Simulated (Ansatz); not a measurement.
# SnSeO4: a short molecular-dynamics run

A trajectory of SnSeO4, an element-swapped structure with 12 atoms that was not relaxed first: 8 steps of 1.5 fs under a Nosé-Hoover thermostat at 100 K.

Program: Ansatz 0.2.0. Level of theory: DFT PBE, plane waves, PAW, scalar-relativistic, no spin polarisation. These are calculated values, not measurements.

### 1 The starting structure

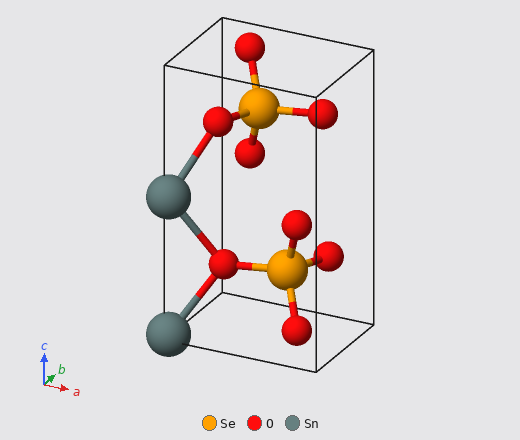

The starting structure, seen slightly off an axis (selenium orange, oxygen red, tin teal). Each atom of the cell is drawn once.

As a file:

```xyz
12
Lattice="2.8125 4.2964 0.0000 2.8125 -4.2964 0.0000 0.0000 0.0000 -7.3134" Properties=species:S:1:pos:R:3 pbc="T T T"
Se    2.8125   -1.2889   -5.4850
Se    2.8125    1.2889   -1.8283
O     2.8125   -2.1482   -6.8892
O     2.8125    2.1482   -3.2325
O     2.8125    2.1482   -0.4242
O     2.8125   -2.1482   -4.0809
Sn    0.0000    0.0000    0.0000
Sn    0.0000    0.0000   -3.6567
O     4.2187   -0.2664   -5.4850
O     1.4062    0.2664   -1.8283
O     4.2187    0.2664   -1.8283
O     1.4062   -0.2664   -5.4850
```

### 2 Dynamics

Contents of input.yaml:

```yaml
crystal:
  lattice:
    - [2.812461, 4.296386, 0.0]
    - [2.812461, -4.296386, 0.0]
    - [0.0, 0.0, -7.313361]
  atoms:
    - { symbol: Se, position: [0.35, 0.65, 0.75] }
    - { symbol: Se, position: [0.65, 0.35, 0.25] }
    - { symbol: O, position: [0.25, 0.75, 0.942] }
    - { symbol: O, position: [0.75, 0.25, 0.442] }
    - { symbol: O, position: [0.75, 0.25, 0.058] }
    - { symbol: O, position: [0.25, 0.75, 0.558] }
    - { symbol: Sn, position: [0.0, 0.0, 0.0] }
    - { symbol: Sn, position: [0.0, 0.0, 0.5] }
    - { symbol: O, position: [0.719, 0.781, 0.75] }
    - { symbol: O, position: [0.281, 0.219, 0.25] }
    - { symbol: O, position: [0.781, 0.719, 0.25] }
    - { symbol: O, position: [0.219, 0.281, 0.75] }
kpoints:
  mp_grid: { grid: [3, 3, 2] }
magnetization:
  spin_polarized: false
scf:
  occupations: { method: fermi_dirac, width: 2.0 }
  max_iter: 60
hamiltonian:
  pseudopotentials: { kind: paw }
  xc: pbe
basis:
  ecutwfc: 420
md:
  timestep: 1.5
  n_steps: 8
  ensemble: nvt_nose_hoover
  temperature: 100.0
  initial_velocities: maxwell_boltzmann
  seed: 147253
```

Command:

```bash
ansatz run input.yaml --threads 2 --pin off --max-ram 2560MiB --backend cpu --events-out ev --progress --plain --runs-dir out
```

Log, cut to the lines that bear on the results:

```text
Warning: md: disabling space-group detection — thermal motion breaks the input geometry's symmetry, so no spatial operation reduces the k-mesh or symmetrises the density; time reversal is kept, so that k and −k are solved as one point where they differ and the mesh holds both, and exact [...]
Warning: RAYON_NUM_THREADS=2 ignored (pool sized by the plan → 2); use --threads N
band count auto-derived: 147 (N_el = 108.0; filled up to band 54; 66 by the electrons, moments and atoms)
[...]
Pseudopotentials: kind: paw
Pseudopotential: Se, paw, valence charge 16, recommended cutoff 420 eV (normal), Se.paw.azcp
Pseudopotential: O, paw, valence charge 6, recommended cutoff 420 eV (normal), O.paw.azcp
Pseudopotential: Sn, paw, valence charge 14, recommended cutoff 420 eV (normal), Sn.paw.azcp
Functional definition: PBE
[...]
Crystal: 12 atoms, lattice volume = 176.741 Å³
Basis set: ecut = 420 eV, 3459 PW (Γ), exchange–correlation on 72×72×100 points (8 copies of the dense FFT grid, shifted against one another)
Bands: 147, of which v1, the nominal top of the filled ones, is band 54 counted from 1 (53 counted from 0)
Symmetry: 1 space group operations
k-points: 10 of 18 (time reversal used)
[...]
SCF iter   1: F=—  HF=-27533.282908 eV  |F-HF|=—  |Δ(HF+E_count)|=         —  Δρ=3.14e-2  dr2=1.50e0  ethr=1.77e-3  ⟨swp⟩=7.6  Hψ=8109  notcnv=0
[...]
md step     0: t =     0.00 fs  T =   100.0 K  F+E_penalty+E_count = -27532.94610586 eV  E_kin = 0.142186 eV  conserved = -27532.80391986 eV  (7 SCF iters)
[...]
md step     1: t =     1.50 fs  T =   181.5 K  F+E_penalty+E_count = -27533.06272276 eV  E_kin = 0.258038 eV  conserved = -27532.80467253 eV  (5 SCF iters)
[...]
md step     2: t =     3.00 fs  T =   406.8 K  F+E_penalty+E_count = -27533.38532753 eV  E_kin = 0.578480 eV  conserved = -27532.80659391 eV  (5 SCF iters)
[...]
```

### 3 The output, continued

Output, continued, cut to the lines that bear on the results:

```text
SCF iter   1: F=—  HF=-27533.885355 eV  |F-HF|=—  |Δ(HF+E_count)|=         —  Δρ=3.31e-3  dr2=1.20e-2  ethr=1.10e-5  ⟨swp⟩=2.0  Hψ=5425  notcnv=0
[...]
md step     3: t =     4.50 fs  T =   753.9 K  F+E_penalty+E_count = -27533.88314057 eV  E_kin = 1.071981 eV  conserved = -27532.80916824 eV  (5 SCF iters)
[...]
md step     7: t =    10.50 fs  T =  2647.3 K  F+E_penalty+E_count = -27536.75079092 eV  E_kin = 3.764103 eV  conserved = -27532.81830172 eV  (6 SCF iters)
[...]
md step     8: t =    12.00 fs  T =  3052.7 K  F+E_penalty+E_count = -27537.48146082 eV  E_kin = 4.340501 eV  conserved = -27532.81966713 eV  (6 SCF iters)
SCF converged after 6 iterations
Free energy (F): -27537.481461 eV
[...]
E sigma→0 (E₀):  -27511.899075 eV
Entropy (-TS):   -51.164771 eV (-4263.731 meV/atom)
Fermi energy:    7.934627 eV
[...]
--- Forces (eV/Å), atoms counted from 1 ---
  atom   1  Se    -0.16353201    -0.69984208    -0.52941921
  atom   2  Se    -0.09559832     0.79709326    -0.25509838
  atom   3  O      0.04178453     0.09684136    -2.38583198
  atom   4  O      0.09629375     0.05162228    -2.37939989
  atom   5  O      0.05676133     0.13239787     2.55899609
  atom   6  O      0.11030342    -0.18350380     2.74476419
  atom   7  Sn    -0.14514759    -0.28673292     0.16067192
  atom   8  Sn    -0.04117438    -0.18123258     0.03446081
[...]
--- MD trajectory: 8 steps, t = 0.0 → 12.0 fs ---
  final state: T = 3052.7 K   F+E_penalty+E_count = -27537.48146082 eV   E_kin = 4.340501 eV
  conserved energy: peak-to-peak 1.575e-2 eV (1.312e-3 eV/atom) over 12.0 fs
```

It took 2.1 min on 2 threads of Arm Neoverse V1, shared host; peak memory 0.68 GiB.

### 4 What the atoms did

The trajectory, step by step (energies from step 0); msd is the mean square displacement from the start, the centre of mass held:

```tsv
time (fs)	T (K)	potential energy change (meV/atom)	conserved energy change (meV/atom)	msd O (Å²)	msd Se (Å²)	msd Sn (Å²)
0.0	100	0.0	0.00	0.000	0.000	0.000
1.5	181	-9.7	-0.06	0.000	0.000	0.000
3.0	407	-36.6	-0.22	0.000	0.000	0.000
4.5	754	-78.1	-0.44	0.001	0.000	0.000
6.0	1191	-130.6	-0.66	0.003	0.000	0.000
7.5	1678	-190.4	-0.87	0.006	0.000	0.000
9.0	2177	-253.6	-1.05	0.012	0.000	0.000
10.5	2647	-317.1	-1.20	0.021	0.000	0.000
12.0	3053	-377.9	-1.31	0.033	0.000	0.000
```

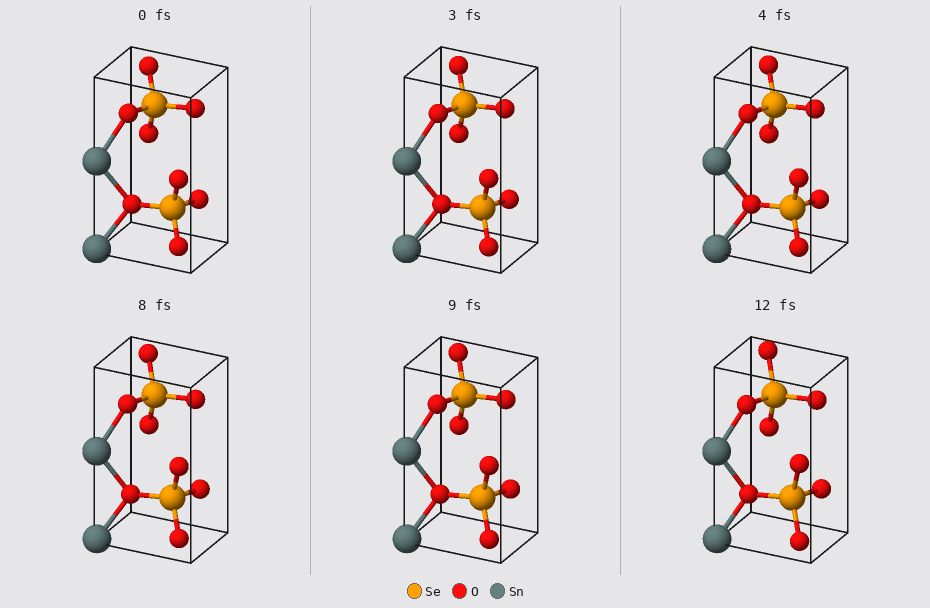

The system at six times, viewed slightly off an axis. Each atom of the cell is drawn once. Atoms are followed across the cell's faces. Sticks are the contacts of the first frame, kept unless stretched by 40 %.

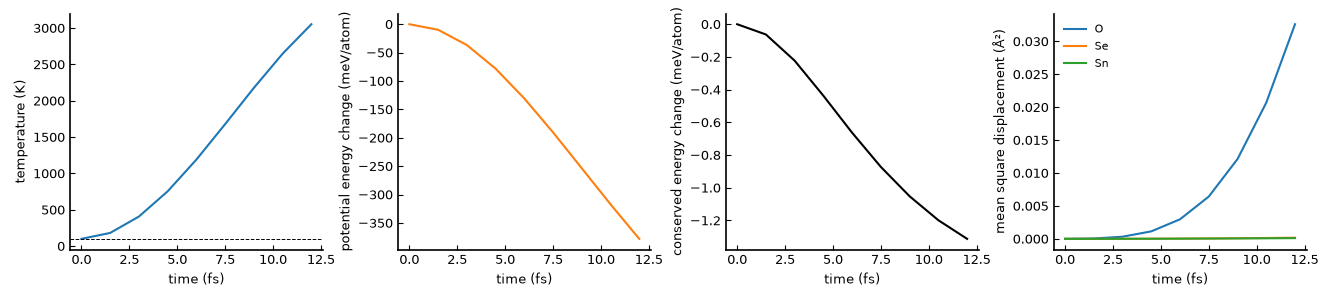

Traces against time; each panel has its own scale. The dashed line is the set temperature.

### 5 Positions and forces

Extended XYZ, with forces in eV/Å:

```xyz
12
Lattice="2.812 4.296 0.000 2.812 -4.296 0.000 0.000 0.000 -7.313" Properties=species:S:1:pos:R:3:forces:R:3 pbc="T T T" time_fs=1.5 T=181 dE=-0.1166
Se    2.812   -1.289   -5.484   -0.069    1.357   -0.289
Se    2.811    1.288   -1.829   -0.017   -1.302   -0.151
O     2.811   -2.152   -6.897    0.006   -1.802   -4.727
O     2.815    2.147   -3.244    0.021    1.810   -4.753
O     2.817    2.145   -0.420    0.021    1.894    4.885
O     2.817   -2.148   -4.082    0.023   -1.962    4.978
Sn    0.002    0.000    0.000   -0.018   -0.028    0.016
Sn   -0.001    0.000   -3.656   -0.004   -0.016    0.007
O     4.212   -0.263   -5.480    2.680    2.391    0.005
O     1.404    0.266   -1.828   -2.662   -2.362    0.006
O     4.223    0.270   -1.828    2.643   -2.323    0.011
O     1.404   -0.264   -5.482   -2.626    2.344    0.012
12
Lattice="2.812 4.296 0.000 2.812 -4.296 0.000 0.000 0.000 -7.313" Properties=species:S:1:pos:R:3:forces:R:3 pbc="T T T" time_fs=3.0 T=407 dE=-0.4392
Se    2.811   -1.289   -5.483   -0.131    1.100   -0.527
Se    2.810    1.287   -1.830   -0.032   -0.998   -0.272
O     2.810   -2.157   -6.911    0.013   -1.584   -4.432
O     2.818    2.148   -3.262    0.041    1.599   -4.476
O     2.821    2.145   -0.410    0.040    1.746    4.711
O     2.821   -2.150   -4.076    0.046   -1.873    4.885
Sn    0.003    0.000    0.000   -0.035   -0.057    0.032
Sn   -0.001    0.000   -3.656   -0.007   -0.032    0.014
O     4.209   -0.256   -5.474    2.654    2.397    0.010
O     1.397    0.263   -1.827   -2.619   -2.341    0.012
O     4.231    0.271   -1.828    2.581   -2.265    0.021
O     1.399   -0.258   -5.480   -2.551    2.307    0.023
12
Lattice="2.812 4.296 0.000 2.812 -4.296 0.000 0.000 0.000 -7.313" Properties=species:S:1:pos:R:3:forces:R:3 pbc="T T T" time_fs=4.5 T=754 dE=-0.9370
Se    2.811   -1.288   -5.482   -0.178    0.755   -0.683
Se    2.808    1.286   -1.830   -0.045   -0.619   -0.348
O     2.809   -2.165   -6.932    0.019   -1.315   -4.079
O     2.821    2.151   -3.286    0.058    1.337   -4.131
O     2.825    2.146   -0.393    0.055    1.516    4.425
O     2.825   -2.154   -4.064    0.066   -1.682    4.653
Sn    0.005    0.000    0.001   -0.052   -0.087    0.047
Sn   -0.002    0.001   -3.655   -0.012   -0.050    0.020
O     4.210   -0.245   -5.469    2.581    2.372    0.015
O     1.387    0.256   -1.826   -2.529   -2.292    0.016
O     4.242    0.269   -1.827    2.478   -2.183    0.031
O     1.390   -0.248   -5.477   -2.440    2.248    0.032
12
Lattice="2.812 4.296 0.000 2.812 -4.296 0.000 0.000 0.000 -7.313" Properties=species:S:1:pos:R:3:forces:R:3 pbc="T T T" time_fs=6.0 T=1191 dE=-1.5676
Se    2.810   -1.288   -5.481   -0.207    0.377   -0.748
Se    2.807    1.285   -1.831   -0.058   -0.226   -0.376
O     2.808   -2.175   -6.957    0.024   -1.024   -3.707
O     2.824    2.155   -3.316    0.071    1.053   -3.757
O     2.829    2.150   -0.370    0.066    1.236    4.067
O     2.829   -2.161   -4.045    0.083   -1.416    4.319
Sn    0.007    0.000    0.001   -0.070   -0.119    0.063
Sn   -0.003    0.001   -3.655   -0.016   -0.070    0.025
O     4.214   -0.232   -5.463    2.459    2.315    0.018
O     1.374    0.247   -1.825   -2.393   -2.214    0.019
O     4.257    0.263   -1.827    2.333   -2.079    0.039
O     1.377   -0.236   -5.475   -2.293    2.168    0.038
12
Lattice="2.812 4.296 0.000 2.812 -4.296 0.000 0.000 0.000 -7.313" Properties=species:S:1:pos:R:3:forces:R:3 pbc="T T T" time_fs=7.5 T=1678 dE=-2.2847
Se    2.809   -1.287   -5.481   -0.216    0.014   -0.740
Se    2.805    1.284   -1.832   -0.069    0.135   -0.367
O     2.807   -2.186   -6.988    0.029   -0.729   -3.344
O     2.827    2.162   -3.350    0.082    0.771   -3.384
O     2.833    2.156   -0.342    0.071    0.937    3.675
O     2.834   -2.170   -4.021    0.096   -1.108    3.926
Sn    0.008   -0.001    0.001   -0.088   -0.154    0.081
Sn   -0.004    0.001   -3.655   -0.021   -0.093    0.029
O     4.221   -0.215   -5.458    2.293    2.227    0.017
O     1.358    0.234   -1.824   -2.210   -2.112    0.020
O     4.274    0.255   -1.826    2.148   -1.958    0.046
O     1.362   -0.221   -5.472   -2.114    2.069    0.041
12
Lattice="2.812 4.296 0.000 2.812 -4.296 0.000 0.000 0.000 -7.313" Properties=species:S:1:pos:R:3:forces:R:3 pbc="T T T" time_fs=9.0 T=2177 dE=-3.0435
Se    2.808   -1.286   -5.480   -0.209   -0.295   -0.684
Se    2.804    1.282   -1.833   -0.080    0.432   -0.335
O     2.806   -2.198   -7.023    0.033   -0.442   -3.001
O     2.830    2.169   -3.389    0.090    0.506   -3.026
O     2.838    2.163   -0.309    0.071    0.644    3.281
O     2.838   -2.180   -3.991    0.105   -0.787    3.515
Sn    0.010   -0.001    0.001   -0.106   -0.194    0.101
Sn   -0.004    0.001   -3.654   -0.027   -0.118    0.032
O     4.232   -0.196   -5.452    2.087    2.112    0.011
O     1.339    0.218   -1.824   -1.982   -1.989    0.017
O     4.295    0.245   -1.826    1.923   -1.823    0.050
O     1.344   -0.204   -5.469   -1.905    1.954    0.038
12
Lattice="2.812 4.296 0.000 2.812 -4.296 0.000 0.000 0.000 -7.313" Properties=species:S:1:pos:R:3:forces:R:3 pbc="T T T" time_fs=10.5 T=2647 dE=-3.8047
Se    2.808   -1.285   -5.480   -0.189   -0.534   -0.608
Se    2.802    1.281   -1.834   -0.089    0.652   -0.295
O     2.806   -2.210   -7.062    0.038   -0.166   -2.682
O     2.833    2.177   -3.432    0.094    0.265   -2.690
O     2.842    2.170   -0.272    0.066    0.373    2.905
O     2.843   -2.191   -3.957    0.109   -0.475    3.115
Sn    0.012   -0.001    0.002   -0.125   -0.238    0.127
Sn   -0.005    0.001   -3.654   -0.034   -0.147    0.034
O     4.245   -0.174   -5.447    1.849    1.977   -0.001
O     1.317    0.201   -1.823   -1.713   -1.851    0.011
O     4.318    0.231   -1.825    1.663   -1.682    0.052
O     1.323   -0.183   -5.467   -1.668    1.826    0.031
12
Lattice="2.812 4.296 0.000 2.812 -4.296 0.000 0.000 0.000 -7.313" Properties=species:S:1:pos:R:3:forces:R:3 pbc="T T T" time_fs=12.0 T=3053 dE=-4.5354
Se    2.807   -1.285   -5.480   -0.164   -0.700   -0.529
Se    2.801    1.280   -1.835   -0.096    0.797   -0.255
O     2.805   -2.223   -7.103    0.042    0.097   -2.386
O     2.837    2.185   -3.477    0.096    0.052   -2.379
O     2.846    2.178   -0.231    0.057    0.132    2.559
O     2.848   -2.203   -3.920    0.110   -0.184    2.745
Sn    0.013   -0.001    0.002   -0.145   -0.287    0.161
Sn   -0.006    0.001   -3.653   -0.041   -0.181    0.034
O     4.260   -0.149   -5.442    1.587    1.830   -0.021
O     1.293    0.180   -1.822   -1.408   -1.707    0.001
O     4.343    0.216   -1.825    1.368   -1.540    0.052
O     1.301   -0.161   -5.464   -1.406    1.690    0.018
```

### 6 What came out

```
                              quantity                             value
                                length                 8 steps of 1.5 fs
      temperature, first and last step                    100 and 3053 K
              temperature, second half  mean 2149 K, from 1191 to 3053 K
         potential energy, second half      -254 meV/atom from the start
largest change of the conserved energy                     1.31 meV/atom
 mean square displacement, second half    O 0.015, Se 0.000, Sn 0.000 Å²
```

Against a set 100 K the second half averages 2149 K, going from 1191 to 3053 K over that half; the potential energy of that half lies 254 meV/atom under the start, so the atoms have moved to lower-lying arrangements, and the energy set free heats the cell. The conserved energy strays from its start by at most 1.31 meV/atom, 0.8 % of the mean kinetic energy, which is good for a step of 1.5 fs. No atom gets farther than 0.25 Å from its start, with the drift of the whole removed, against a typical distance of 1.7 Å between sites at the start. The input holds a fault (a smearing of electronvolts), so its numbers are no property of the system. A run of 12 fs with 12 atoms shows the motion but fixes no equilibrium value.
